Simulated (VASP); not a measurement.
Band structure of Dy (relaxed from the bcc structure, space group Im-3m). Method: r2SCAN meta-GGA, VASP's PBE PAW potentials (set 64) (plane waves; VASP 6.6.1).

The 4f electrons are frozen in the core of the lanthanide potential, so 4f levels, which can set the real gap, and their magnetism are missing.

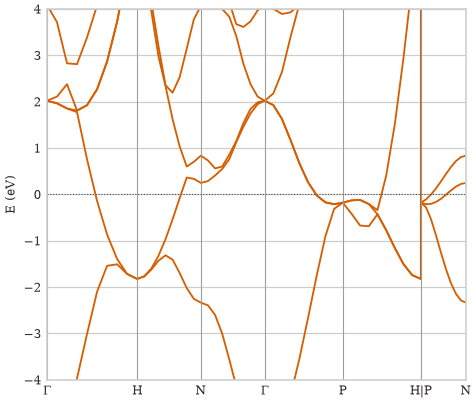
*Bands along high-symmetry lines, zero at the valence-band maximum or, without a gap, the Fermi level*

Question: Read the plot: is there a gap, and where are the band edges?

Answer: It has no gap at this level: it comes out as a metal or semimetal.

The structure was generated: Dy was put into the bcc type (Im-3m), which need not be its known phase. It was relaxed first.
